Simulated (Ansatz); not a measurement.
# Mo(100) with 4 thermally displaced layers, 2x2: scattering by thermal displacements, part 2 of 3

How much do lattice vibrations at 300 K scatter the electrons of Mo? Layers with random displacements are laid between perfect leads, and the resistance is followed against their length. The measured value for the pure metal at this temperature is 5.52 µΩ cm (CRC Handbook of Chemistry and Physics, 84th ed., 2003, Electrical Resistivity of Pure Metals).

Ansatz 0.2.0; Ansatz plane-wave DFT, PBE, PAW files; ballistic transport by layer matching (Landauer), zero bias; PAW set soft_1.

So far, open channels per spin nearest the Fermi level: step 2 (with 4 displaced layers) 6.78.

## 3. With 8 displaced layers

System of this step: Mo(100) with 8 thermally displaced layers, 2x2. The cell holds 72 atoms: 72 Mo. Cell: a = 6.294 Å, b = 6.294 Å, c = 28.323 Å, α = 90.0°, β = 90.0°, γ = 90.0°. It derives from Mo. Regions: lead, 40 atoms (40 Mo); scattering region, 32 atoms (32 Mo). The structure is stacked along c, and the current runs across the ab planes.

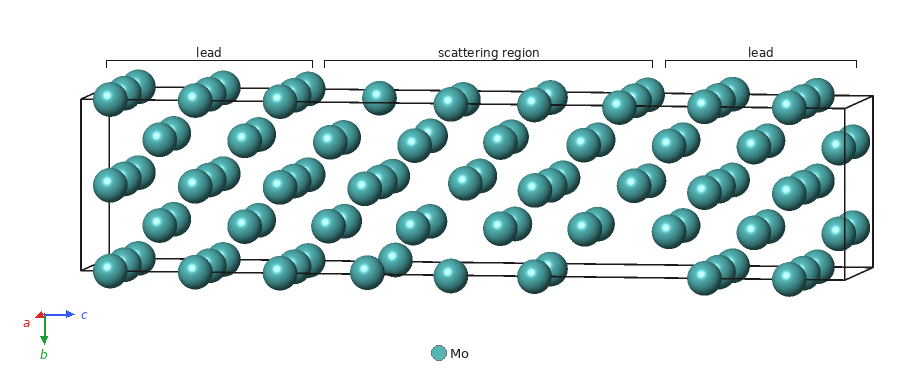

The cell of this step (molybdenum teal). Some periodic images of atoms are drawn too.

The input, input.yaml:

```yaml
crystal:
  lattice:
    - [6.294, 0.0, 0.0]
    - [0.0, 6.294, 0.0]
    - [0.0, 0.0, 28.323]
  atoms:
    - { symbol: Mo, position: [0.0, 0.0, 0.0277777778] }
    - { symbol: Mo, position: [0.0, 0.5, 0.0277777778] }
    - { symbol: Mo, position: [0.5, 0.0, 0.0277777778] }
    - { symbol: Mo, position: [0.5, 0.5, 0.0277777778] }
    - { symbol: Mo, position: [0.25, 0.25, 0.0833333333] }
    - { symbol: Mo, position: [0.25, 0.75, 0.0833333333] }
    - { symbol: Mo, position: [0.75, 0.25, 0.0833333333] }
    - { symbol: Mo, position: [0.75, 0.75, 0.0833333333] }
    - { symbol: Mo, position: [0.0, 0.0, 0.1388888889] }
    - { symbol: Mo, position: [0.0, 0.5, 0.1388888889] }
    - { symbol: Mo, position: [0.5, 0.0, 0.1388888889] }
    - { symbol: Mo, position: [0.5, 0.5, 0.1388888889] }
    - { symbol: Mo, position: [0.25, 0.25, 0.1944444444] }
    - { symbol: Mo, position: [0.25, 0.75, 0.1944444444] }
    - { symbol: Mo, position: [0.75, 0.25, 0.1944444444] }
    - { symbol: Mo, position: [0.75, 0.75, 0.1944444444] }
    - { symbol: Mo, position: [0.0, 0.0, 0.25] }
    - { symbol: Mo, position: [0.0, 0.5, 0.25] }
    - { symbol: Mo, position: [0.5, 0.0, 0.25] }
    - { symbol: Mo, position: [0.5, 0.5, 0.25] }
    - { symbol: Mo, position: [0.2639773049, 0.2602027368, 0.3061716892] }
    - { symbol: Mo, position: [0.2406257154, 0.7499654443, 0.3066873363] }
    - { symbol: Mo, position: [0.7400047333, 0.2530654055, 0.3062966523] }
    - { symbol: Mo, position: [0.7553999851, 0.7408134672, 0.3044147622] }
    - { symbol: Mo, position: [0.9966140817, 0.9909245329, 0.3641098289] }
    - { symbol: Mo, position: [0.9961526636, 0.5025521869, 0.360665325] }
    - { symbol: Mo, position: [0.5122847774, 0.010243523, 0.3622030283] }
    - { symbol: Mo, position: [0.4829048993, 0.5004036472, 0.3622898048] }
    - { symbol: Mo, position: [0.2577888574, 0.2452062011, 0.4198078641] }
    - { symbol: Mo, position: [0.2397559341, 0.7448677842, 0.4182787184] }
    - { symbol: Mo, position: [0.7503805717, 0.265534808, 0.4169916789] }
    - { symbol: Mo, position: [0.7450876024, 0.7470708159, 0.4147855009] }
    - { symbol: Mo, position: [0.9900876001, 0.0048908099, 0.473224168] }
    - { symbol: Mo, position: [0.0100433466, 0.4941456754, 0.4751342896] }
    - { symbol: Mo, position: [0.4977704108, 0.0122144531, 0.4714760876] }
    - { symbol: Mo, position: [0.4942940301, 0.5019378656, 0.4740004755] }
    - { symbol: Mo, position: [0.2512491321, 0.2454573954, 0.5254654783] }
    - { symbol: Mo, position: [0.2391268338, 0.7538998754, 0.5294840701] }
    - { symbol: Mo, position: [0.7487253823, 0.2416649453, 0.5292829263] }
    - { symbol: Mo, position: [0.7400665463, 0.74446793, 0.5288484295] }
    - { symbol: Mo, position: [0.982543128, 0.0029975029, 0.5823305686] }
    - { symbol: Mo, position: [0.0008478053, 0.4994126982, 0.5836817841] }
    - { symbol: Mo, position: [0.5053854713, 0.9941164742, 0.5857831452] }
    - { symbol: Mo, position: [0.5056331249, 0.5065457818, 0.5853415907] }
    - { symbol: Mo, position: [0.2561102063, 0.2565484662, 0.6390192143] }
    - { symbol: Mo, position: [0.238930913, 0.7489523035, 0.6375622246] }
    - { symbol: Mo, position: [0.7389621943, 0.2520051085, 0.6379086941] }
    - { symbol: Mo, position: [0.7420106505, 0.7419082693, 0.6393516473] }
    - { symbol: Mo, position: [0.0027826211, 0.0102597877, 0.6944204552] }
    - { symbol: Mo, position: [0.008082721, 0.510878943, 0.6964273614] }
    - { symbol: Mo, position: [0.4816496813, 0.0095322794, 0.6950299586] }
    - { symbol: Mo, position: [0.5032876703, 0.502880028, 0.6951043283] }
    - { symbol: Mo, position: [0.25, 0.25, 0.75] }
    - { symbol: Mo, position: [0.25, 0.75, 0.75] }
    - { symbol: Mo, position: [0.75, 0.25, 0.75] }
    - { symbol: Mo, position: [0.75, 0.75, 0.75] }
    - { symbol: Mo, position: [0.0, 0.0, 0.8055555556] }
    - { symbol: Mo, position: [0.0, 0.5, 0.8055555556] }
    - { symbol: Mo, position: [0.5, 0.0, 0.8055555556] }
    - { symbol: Mo, position: [0.5, 0.5, 0.8055555556] }
    - { symbol: Mo, position: [0.25, 0.25, 0.8611111111] }
    - { symbol: Mo, position: [0.25, 0.75, 0.8611111111] }
    - { symbol: Mo, position: [0.75, 0.25, 0.8611111111] }
    - { symbol: Mo, position: [0.75, 0.75, 0.8611111111] }
    - { symbol: Mo, position: [0.0, 0.0, 0.9166666667] }
    - { symbol: Mo, position: [0.0, 0.5, 0.9166666667] }
    - { symbol: Mo, position: [0.5, 0.0, 0.9166666667] }
    - { symbol: Mo, position: [0.5, 0.5, 0.9166666667] }
    - { symbol: Mo, position: [0.25, 0.25, 0.9722222222] }
    - { symbol: Mo, position: [0.25, 0.75, 0.9722222222] }
    - { symbol: Mo, position: [0.75, 0.25, 0.9722222222] }
    - { symbol: Mo, position: [0.75, 0.75, 0.9722222222] }
kpoints:
  mp_grid: { grid: [4, 4, 1] }
hamiltonian:
  xc: pbe
  pseudopotentials: { kind: paw, azcp: { folder: soft_1 } }
scf:
  occupations: { method: fermi_dirac, width: 0.1 }
output:
  transmission: { leads: [[0, 4]], kmesh: [8, 8], e_range: [-0.05, 0.05], de: 0.05 }
  write_potential: true
  write_density: true
  volumetric_format: npy
```

Launch:

```
> ansatz run input.yaml --threads 8 --pin off --max-ram 15360MiB --backend cpu --events-out ev --progress --plain --runs-dir out
```

Numbers of over 12 decimals in the logs are rounded to 6 here.

Output:

```text
[...]
Crystal: 72 atoms, lattice volume = 1122.000 Å³
Basis set: ecut = 420 eV, 21955 PW (Γ)
Bands: 605, of which v1, the nominal top of the filled ones, is band 504 counted from 1 (503 counted from 0)
Symmetry: 1 space group operations
[...]
k-points: 10 of 16 (time reversal used)
[...]
SCF iter   1: F=—  HF=-356879.077521 eV  |F-HF|=—  |Δ(HF+E_count)|=         —  Δρ=1.06e-1  dr2=1.27e2  ethr=3.10e-3  ⟨swp⟩=4.4  Hψ=21867  notcnv=0
[...]
SCF iter   8: F=-356834.957081 eV  HF=-356834.957081 eV  |F-HF|=3.57e-8  |Δ(HF+E_count)|=  9.31e-10  Δρ=8.83e-7  dr2=4.05e-8  ethr=9.92e-12  ⟨swp⟩=6.7  Hψ=13869  notcnv=0
SCF 1 converged in 8 iterations: F = -356834.957081 eV  dr2 = 4.05e-8
[...]
transmission: 195 of 1904 steps passed
transmission: 381 of 1904 steps passed
[...]
transmission: 1904 of 1904 steps passed
SCF converged after 8 iterations
Free energy (F): -356834.957081 eV
[...]
Internal energy: -356833.309596 eV  (E = F + TS)
E sigma→0 (E₀):  -356834.133338 eV
Entropy (-TS):   -1.647484 eV (-22.882 meV/atom)
Fermi energy:    21.106627 eV
[...]
--- Band table (eV; the first three rows and the last of 10) ---
  k-point 0: bands = [... 500 lower, 20.9352, 20.9639, 20.9699, 20.9808, 21.0006, 21.0125, 21.0407, 21.0589, ... 97 higher]
  k-point 1: bands = [... 500 lower, 21.0575, 21.0691, 21.0944, 21.1039, 21.1173, 21.1496, 21.1559, 21.1781, ... 97 higher]
  k-point 2: bands = [... 500 lower, 20.9686, 20.9986, 21.0480, 21.0665, 21.2060, 21.2454, 21.2748, 21.3001, ... 97 higher]
  k-point 9: bands = [... 500 lower, 20.3221, 20.3449, 20.4229, 20.4609, 21.4056, 21.4302, 21.4640, 21.4792, ... 97 higher]
--- Transmission ---
  basis      : 349 plane waves across, 56 finite elements along
  points     : 34, standing for a mesh of 8 x 8
[...]
channels       : 6.593750e0 a spin
[...]
slowest decay  : 0.0400 /Å at (0.3750, 0.5000)
  junction   : crystal 0 to crystal 0, 0.70 to 27.45 Å
    transmission   : 5.652154e0 a spin
[...]
```

The job ended after 8.3 min (8 threads of Intel Xeon Platinum 8488C (Sapphire Rapids), shared host; peak memory 8.1 GiB; 46 min of CPU time).

This step gave:

```yaml
free_energy: -356834.9571 eV
energy_at_zero_smearing: -356834.1333 eV
fermi_energy: 21.11 eV
transmission_per_spin_nearest_the_fermi_level: 5.652
open_channels_per_spin_nearest_the_fermi_level: 6.594
```

Per spin. The transmission, zone mean by energy, zero at the Fermi level:

```
energy (eV)  transmission, zone mean
    -0.0500                     5.68
     0.0000                     5.65
     0.0500                     5.58
```

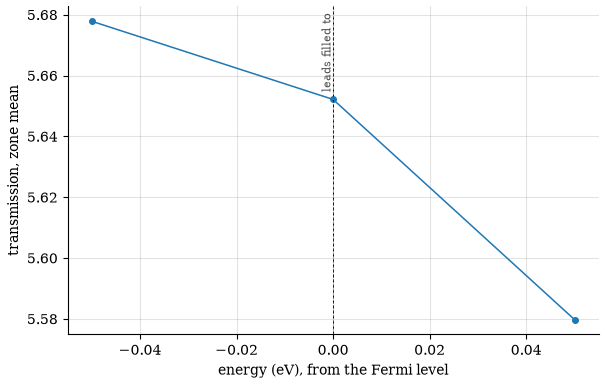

Transmission, zone mean against energy.

Over the solved energies the transmission per spin lies between 5.58 and 5.68, out of 6.59 channels of the lead on average (up to 6.66).

(Part 2 of 3 ends here.)

[Logs are printed without paths, hosts, clocks, repeated set-up lines and the standing remarks that a program may print on its own settings, such as how far it seeks lower states.]

[Hosts, paths, dates, database ids (printed as entryN), source tags and the programs' standing remarks are cut or masked in the printed files.]
